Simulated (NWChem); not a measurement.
# C3H10BN (SMILES CC(C)BN): levels of theory compared

Wanted: a comparison of 4 runs (HF/STO-3G, HF/3-21G, B3LYP/6-31G*) of C3H10BN. 

Program for the calculation: NWChem 7.3.0.

**1. The molecule**

C3H10BN: 15 atoms, total charge 0, spin state singlet. SMILES: `CC(C)BN`. Geometry: relaxed at PBE0-D4/def2-TZVP. This is one conformer, not always the lowest.

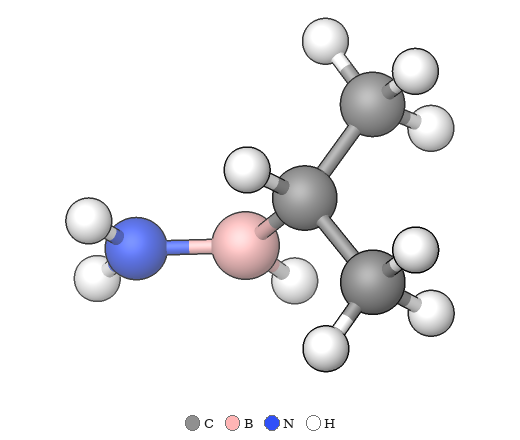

Viewed from a chosen angle; carbon grey, boron pink, nitrogen blue, hydrogen white.

**2. Energy and forces at HF/STO-3G (run 1)**

c3h10bn.nw

```
start c3h10bn
title "C3H10BN gradient"
memory total 2200 mb
charge 0

geometry units angstroms noautosym nocenter noautoz
  C    -0.780400   -1.413200   -0.357500
  C     0.171500   -0.341500    0.175100
  C     1.489100   -0.369000   -0.600600
  B    -0.494500    1.083000    0.069400
  N    -0.735700    1.875700    1.185800
  H    -1.036200   -1.220800   -1.403900
  H    -0.324000   -2.407300   -0.307600
  H    -1.715400   -1.448000    0.208300
  H     0.390700   -0.572600    1.227300
  H     2.208200    0.357200   -0.212000
  H     1.955800   -1.358400   -0.552000
  H     1.323500   -0.135000   -1.656800
  H    -0.814200    1.523100   -1.004500
  H    -1.158400    2.786500    1.136000
  H    -0.502000    1.589400    2.122200
end

basis spherical bse
  * library STO-3G
end

scf
  thresh 1e-08
  maxiter 80
  print low
end

task scf gradient
```

Run with:

```
$ nwchem c3h10bn.nw > c3h10bn.out
```

The program printed:

```text
[...]
  functions       =    35
[...]
  wavefunction    = RHF
[...]
         Total SCF energy =   -196.212394136964
      One-electron energy =   -604.949787981096
      Two-electron energy =    237.568446445255
 Nuclear repulsion energy =    171.168947398877
        Time for solution =      3.2s
[...]
                         RHF ENERGY GRADIENTS
    atom               coordinates                        gradient
                 x          y          z           x          y          z
   1 C      -1.474742  -2.670561  -0.675577    0.012801   0.017545   0.010129
   2 C       0.324088  -0.645341   0.330891   -0.000927  -0.003162  -0.021962
   3 C       2.813991  -0.697309  -1.134969   -0.019491   0.002681   0.013762
   4 B      -0.934470   2.046573   0.131147    0.014440  -0.028368   0.013072
   5 N      -1.390271   3.544559   2.240837   -0.006532   0.020256   0.025107
   6 H      -1.958134  -2.306977  -2.652986   -0.001774   0.001187  -0.006594
   7 H      -0.612271  -4.549137  -0.581280    0.002876  -0.006292  -0.000249
   8 H      -3.241636  -2.736323   0.393630   -0.005725  -0.001055   0.002010
   9 H       0.738316  -1.082057   2.319261    0.001234  -0.000621   0.008677
  10 H       4.172893   0.675010  -0.400622    0.004758   0.003762   0.000865
  11 H       3.695926  -2.567004  -1.043129    0.002869  -0.006321  -0.000264
[...]
```

It took 4.5 s on 1 thread of Intel Xeon Platinum 8488C (Sapphire Rapids), shared host; peak memory 0.098 GiB.

**3. Energy and gradient at HF/3-21G (run 2)**

c3h10bn.nw

```
start c3h10bn
title "C3H10BN gradient"
memory stack 880 mb heap 220 mb global 1100 mb

geometry units angstroms noautosym nocenter noautoz
C     -0.780400    -1.413200    -0.357500
C      0.171500    -0.341500     0.175100
C      1.489100    -0.369000    -0.600600
B     -0.494500     1.083000     0.069400
N     -0.735700     1.875700     1.185800
H     -1.036200    -1.220800    -1.403900
H     -0.324000    -2.407300    -0.307600
H     -1.715400    -1.448000     0.208300
H      0.390700    -0.572600     1.227300
H      2.208200     0.357200    -0.212000
H      1.955800    -1.358400    -0.552000
H      1.323500    -0.135000    -1.656800
H     -0.814200     1.523100    -1.004500
H     -1.158400     2.786500     1.136000
H     -0.502000     1.589400     2.122200
end

basis "ao basis" spherical bse
* library 3-21G
end

scf
thresh 1e-08
maxiter 80
end

task scf gradient
```

Run with:

```
$ nwchem c3h10bn.nw > c3h10bn.out
```

The program printed:

```text
[...]
  functions       =    65
[...]
  wavefunction    = RHF
[...]
         Total SCF energy =   -197.515561105802
      One-electron energy =   -604.950635292469
      Two-electron energy =    236.266126787789
 Nuclear repulsion energy =    171.168947398877
        Time for solution =      3.9s
[...]
                         RHF ENERGY GRADIENTS
    atom               coordinates                        gradient
                 x          y          z           x          y          z
   1 C      -1.474742  -2.670561  -0.675577    0.009724   0.013486   0.007879
   2 C       0.324088  -0.645341   0.330891   -0.000723  -0.001842  -0.014659
   3 C       2.813991  -0.697309  -1.134969   -0.014915   0.002150   0.010655
   4 B      -0.934470   2.046573   0.131147    0.001923  -0.001597   0.010898
   5 N      -1.390271   3.544559   2.240837    0.003770  -0.011884  -0.015285
   6 H      -1.958134  -2.306977  -2.652986   -0.001700   0.000570  -0.005221
   7 H      -0.612271  -4.549137  -0.581280    0.002397  -0.005261  -0.000151
   8 H      -3.241636  -2.736323   0.393630   -0.004599  -0.000388   0.002117
   9 H       0.738316  -1.082057   2.319261    0.000850  -0.000510   0.005608
  10 H       4.172893   0.675010  -0.400622    0.003569   0.003366   0.001227
  11 H       3.695926  -2.567004  -1.043129    0.002419  -0.005274  -0.000164
[...]
```

Run time: 5.4 s. Hardware: 1 thread of Intel Xeon Platinum 8488C (Sapphire Rapids), shared host; peak memory 0.099 GiB.

Run 3 isn't shown in full; the table further down has it.

**4. Energy and gradient at B3LYP/6-31G(d) (Cartesian functions) (run 4)**

c3h10bn.nw

```
start c3h10bn
title "C3H10BN"
memory total 2200 mb

geometry noautosym nocenter noautoz
 C     -0.780400    -1.413200    -0.357500
 C      0.171500    -0.341500     0.175100
 C      1.489100    -0.369000    -0.600600
 B     -0.494500     1.083000     0.069400
 N     -0.735700     1.875700     1.185800
 H     -1.036200    -1.220800    -1.403900
 H     -0.324000    -2.407300    -0.307600
 H     -1.715400    -1.448000     0.208300
 H      0.390700    -0.572600     1.227300
 H      2.208200     0.357200    -0.212000
 H      1.955800    -1.358400    -0.552000
 H      1.323500    -0.135000    -1.656800
 H     -0.814200     1.523100    -1.004500
 H     -1.158400     2.786500     1.136000
 H     -0.502000     1.589400     2.122200
end

basis "ao basis" cartesian
 * library 6-31G*
end

dft
 xc b3lyp
 grid fine
 convergence energy 1e-08
 maxiter 100
 mulliken
end

task dft gradient
```

Run with:

```
$ nwchem c3h10bn.nw > c3h10bn.out
```

The program printed:

```text
[...]
          Wavefunction type:  closed shell.
          No. of atoms     :    15
          No. of electrons :    40
[...]
          Charge           :     0
          Spin multiplicity:     1
[...]
          AO basis - number of functions:    95
[...]
              XC Information
              --------------
                         B3LYP Method XC Potential
                     Hartree-Fock (Exact) Exchange  0.200
                        Slater Exchange Functional  0.800 local
                    Becke 1988 Exchange Functional  0.720 non-local
              Lee-Yang-Parr Correlation Functional  0.810
                  VWN I RPA Correlation Functional  0.190 local
[...]
 d= 0,ls=0.0,diis     1   -199.9302899347 -3.71D+02  7.82D-03  5.83D-01     3.3
[...]
 d= 0,ls=0.0,diis     8   -199.9905338584 -1.52D-09  3.35D-06  1.89D-07    22.6
         Total DFT energy =     -199.990533858386
      One electron energy =     -607.105594268352
           Coulomb energy =      267.012499765526
    Exchange-Corr. energy =      -31.066386754437
 Nuclear repulsion energy =      171.168947398877
[...]
  wavefunction    = closed shell
                         DFT ENERGY GRADIENTS
    atom               coordinates                        gradient
                 x          y          z           x          y          z
   1 C      -1.474742  -2.670561  -0.675577    0.002115   0.003151   0.001184
   2 C       0.324088  -0.645341   0.330891    0.000798  -0.002494  -0.003228
   3 C       2.813991  -0.697309  -1.134969   -0.003471   0.000572   0.001909
   4 B      -0.934470   2.046573   0.131147    0.000936  -0.000927   0.004761
   5 N      -1.390271   3.544559   2.240837    0.000251  -0.000489   0.000209
   6 H      -1.958134  -2.306977  -2.652986    0.000885   0.000066   0.002114
   7 H      -0.612271  -4.549137  -0.581280   -0.000469   0.002581   0.000083
   8 H      -3.241636  -2.736323   0.393630    0.002167   0.000396  -0.001081
   9 H       0.738316  -1.082057   2.319261   -0.000604   0.000804  -0.002267
  10 H       4.172893   0.675010  -0.400622   -0.001878  -0.001470  -0.000661
  11 H       3.695926  -2.567004  -1.043129   -0.001619   0.002032   0.000199
[...]
```

Run time: 29 s. Hardware: 1 thread of Intel Xeon Platinum 8488C (Sapphire Rapids), shared host; peak memory 0.12 GiB.

**5. The series**

| run | level | iteration cap | module | energy (Eh) | largest force (eV/Å) | wall time |
| --- | --- | --- | --- | --- | --- | --- |
| 1 | HF/STO-3G | 80 | scf | -196.212394 | 1.769 | 4.5 s |
| 2 | HF/3-21G | 80 | scf | -197.515561 | 1.014 | 5.4 s |
| 3 | B3LYP/6-31G* (spherical functions) | 100 | dft | -199.987026 | 0.261 | 29 s |
| 4 | B3LYP/6-31G* (Cartesian functions) | 100 | dft | -199.990534 | 0.259 | 29 s |

**6. Summary of results**

| quantity | value |
| --- | --- |
| run 4: total energy | -199.99053 Eh |
| run 4: dipole moment | 1.88 D |
| run 4: HOMO energy | -7.48 eV |
| run 4: LUMO energy | 1.07 eV |
| run 4: HOMO–LUMO gap | 8.55 eV |
| run 4: largest force on an atom | 0.259 eV/Å |

In words: Over runs 2, 3, 4 the dipole moment (its size) runs from 1.85 D (HF/3-21G) to 1.89 D (B3LYP/6-31G*). The two ends differ in method and basis. Over runs 2, 3, 4 the HOMO–LUMO gap runs from 8.55 eV (B3LYP/6-31G*) to 16.35 eV (HF/3-21G). In run 1 the basis is minimal, so the values are rough. All runs together took 68 s, the longest 29 s.
